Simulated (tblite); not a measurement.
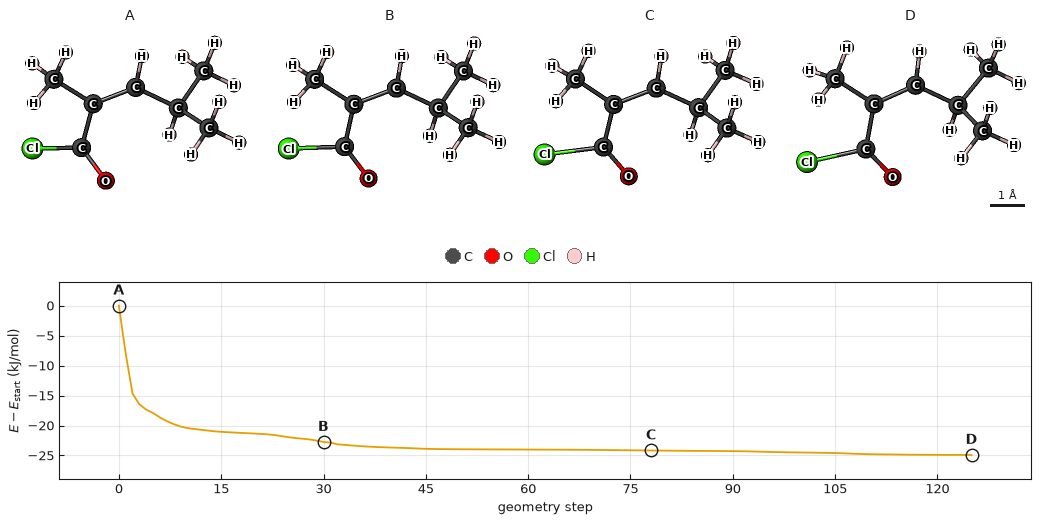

Frames of a relaxation of C$_{7}$H$_{11}$ClO, marked on the history of the run. The picture is a ball-and-stick view, seen face on.

These are results of GFN2-xTB geometry optimisation, gas phase in tblite 0.8.0, not measurements. 

What happens along the run?

Answer. The energy falls by 24.9 kJ/mol in 125 geometry steps. The Cl atom moves most after the best rigid fit: 1.02 Å. By element the largest moves are Cl 1.02 Å, O 0.46 Å, H 0.39 Å, C 0.21 Å. Near-neighbour distances that change, for instance: C–C 1.502 → 1.459 Å, C–C 1.526 → 1.492 Å, C–O 1.222 → 1.191 Å, C–Cl 1.758 → 1.784 Å. Bond angles that change, for instance: C–C–O 118.8° → 128.9°, O–C–Cl 124.0° → 117.7°, C–C–Cl 117.2° → 113.4°. Groups turn about C–C by about 30°. The run took 0.89 s on 1 thread of Arm Neoverse V2 (shared host). From step 0 to 30: the O atom moves most (0.37 Å), energy −22.8 kJ/mol. From step 30 to 78: the Cl atom moves most (0.39 Å), energy −1.42 kJ/mol. From step 78 to 125: the Cl atom moves most (0.38 Å), energy −0.74 kJ/mol.

| step | E − E(0), kJ/mol |
| --- | --- |
| 0 | 0.00 |
| 1 | -7.99 |
| 2 | -14.66 |
| 3 | -16.46 |
| 4 | -17.35 |
| 5 | -17.91 |
| 6 | -18.64 |
| 7 | -19.25 |
| 8 | -19.75 |
| 9 | -20.16 |
| 10 | -20.42 |
| 16 | -21.12 |
| 22 | -21.50 |
| 28 | -22.33 |
| 34 | -23.32 |
| 40 | -23.68 |
| 46 | -23.92 |
| 52 | -23.98 |
| 58 | -24.00 |
| 64 | -24.03 |
| 71 | -24.09 |
| 77 | -24.16 |
| 83 | -24.22 |
| 89 | -24.27 |
| 95 | -24.40 |
| 101 | -24.52 |
| 107 | -24.67 |
| 113 | -24.83 |
| 119 | -24.89 |
| 125 | -24.91 |
